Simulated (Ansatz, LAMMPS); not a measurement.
# Amorphous 25HfO2-75SiO2 (mol %) (84 atoms): relaxation and levels of theory

Which bonds does the relaxation leave, and how do the Kohn-Sham gap, forces and pressure change with k-mesh and functional?

Calculated with Ansatz 0.2.0: Kohn-Sham DFT, PBE, PAW (set soft_2), plane waves; cutoff 420 eV, Γ point, fermi-dirac smearing of 0.025 eV.

**The cell**

Density at the start: 3.66 g/cm³. The cell holds 84 atoms: 7 Hf, 21 Si and 56 O. Its edges and angles: a = 10.744 Å, b = 10.744 Å, c = 10.744 Å, α = 90.0°, β = 90.0°, γ = 90.0°. 84 atoms (7 Zr, 21 Si, 56 O) placed at random at 2.84 g/cm³, melted at 5000 K for 10 ps at fixed volume with the Morse and Coulomb pair potential with partial charges (Pedone, Malavasi, Menziani, Cormack and Segre, J. Phys. Chem. B 110, 11780 (2006)). Quenched from 5000 K to 300 K at 50 K/ps and fixed volume, held 5 ps, then minimised at fixed cell. Then Zr was replaced by Hf (the potential has no terms for the new elements, so the cell is a start for a DFT relaxation).

Cell and atoms were relaxed with PBE. The walk converged after 16 steps by the program's count, with a largest force component of 0.0174 eV/Å; it began at an r.m.s. force component of 0.92 eV/Å. The edges went from 10.744, 10.744, 10.744 to 10.352, 10.606, 11.014 Å, and the volume from 14.764 to 14.356 Å³ an atom (-2.8 %).

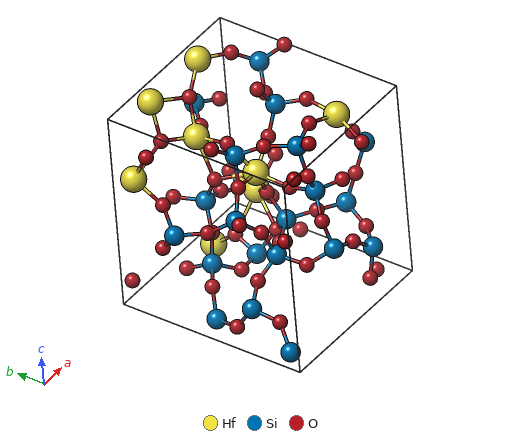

The relaxed cell. Bonds to atoms that aren't drawn are left out. Some periodic images of atoms are drawn too.

The input of the reference single point:

```yaml
crystal:
  lattice:
    - [10.35072, 0.17457, -0.06497]
    - [0.17457, 10.59854, 0.36348]
    - [-0.06497, 0.36348, 11.0082]
  atoms:
    - { symbol: Hf, position: [0.04107, 0.90694, 0.68807] }
    - { symbol: Hf, position: [0.51088, 0.51925, 0.60932] }
    - { symbol: Hf, position: [0.65329, 0.90499, 0.00166] }
    - { symbol: Hf, position: [0.43851, 0.80001, 0.73921] }
    [... 78 atom lines left out ...]
    - { symbol: O, position: [0.86992, 0.65156, 0.46381] }
    - { symbol: O, position: [0.27498, 0.89328, 0.77016] }
kpoints:
  mp_grid: { grid: [1, 1, 1] }
hamiltonian:
  xc: pbe
scf:
  occupations: { method: fermi_dirac, width: 0.025 }
output:
  forces: true
  stress: true
  populations: true
  dos:
    method: { smearing: { sigma: 0.08 } }
    de: 0.05
    projected: { site_lists: { Hf: [Hf], O: [O], Si: [Si] } }
  eigenvalues: true
  write_density: true
  write_potential: true
  volumetric_format: npy
```

**Bonds after relaxation**

Bonds by pair of elements; cutoffs follow the first minimum of g(r), held within bounds set by covalent radii, and pairs that aren't listed don't count as bonded:

```csv
pair A-B,cutoff (Å),bonds,mean length (Å),spread (Å),shortest (Å),B about A,A about B
O-Si,2.08,84,1.64,0.027,1.60,1.5,4
O-Hf,2.93,38,2.11,0.186,1.91,0.679,5.43
```

How many atoms have how many bonded neighbours:

| element | mean | 2 | 3 | 4 | 5 | 6 | 7 |
| --- | --- | --- | --- | --- | --- | --- | --- |
| Hf | 5.43 | 0 | 0 | 0 | 5 | 1 | 1 |
| O | 2.18 | 46 | 10 | 0 | 0 | 0 | 0 |
| Si | 4 | 0 | 0 | 21 | 0 | 0 | 0 |

**Levels of theory**

Single points at the relaxed geometry:

| functional | k-mesh | Kohn-Sham gap (eV) | pressure (GPa) | r.m.s. force component (eV/Å) | SCF cycles | time |
| --- | --- | --- | --- | --- | --- | --- |
| PBE | 1×1×1 | 4.361 | -0.01 | 0.005 | 10 | 19 s |
| PBE | 2×2×2 | 4.340 | 0.00 | 0.007 | 10 | 2.8 min |
| HSE06 | 1×1×1 | 6.040 | -4.64 | 0.184 | 23 | 5.5 min |
| r2SCAN | 1×1×1 | 4.868 | -4.66 | 0.146 | 10 | 43 s |
| PBEsol | 1×1×1 | 4.285 | -3.14 | 0.078 | 12 | 20 s |

The gap is that between the highest filled and lowest empty Kohn-Sham level on the run's k-points. Cutoffs: 420 eV for PBE, HSE06 and PBEsol; 500 eV for r2SCAN. Times come from shared hosts and are rough.

**Findings**

By these cutoffs 71 % of Hf atoms have 5, 82 % of O atoms have 2 and 100 % of Si atoms have 4 neighbours. The Kohn-Sham gap is 4.36 eV with PBE on the 1×1×1 mesh and 4.34 eV on 2×2×2. On the 1×1×1 mesh HSE06 changes the gap by +1.68 eV against PBE. Carrying that shift over to the 2×2×2 mesh gives 4.34 + 1.68 = 6.02 eV, an estimate that takes the shift to be alike at all k-points. On the reference's mesh the gap changes with r2SCAN by +0.51 eV and PBEsol by -0.08 eV. Against the reference the pressure changes with HSE06 by -4.6 GPa, r2SCAN by -4.7 GPa and PBEsol by -3.1 GPa; a negative change means a smaller volume than PBE would take. The denser mesh moves the energy by -0.5 meV/atom and the pressure by +0.01 GPa.

Limits: All single points share the geometry relaxed with PBE. The volume changed by -2.8 % on relaxing; in so small a cell, on this mesh and at this cutoff, the relaxed density is rough. One sample; tail or defect levels can set the gap of a disordered cell. The quench rate of 50 K/ps is many orders above laboratory rates, so the cell is likely richer in defects and strain than a real sample. The network of bonds at the start is that of the classical potential that made the cell, and needn't be the one that DFT or experiment would give. Spin–orbit coupling is left out, which matters for the levels of the heavy elements. In some runs the program notes that it cut back its work space to fit the memory limit, the exchange threshold is loose for the stress and the SCF threshold is loose for the stress.

[Logs are printed without paths, hosts, clocks, repeated set-up lines and the standing remarks that a program may print on its own settings, such as how far it seeks lower states.]

[Hosts, paths, dates, database ids (printed as entryN), source tags and the programs' standing remarks are cut or masked in the printed files.]
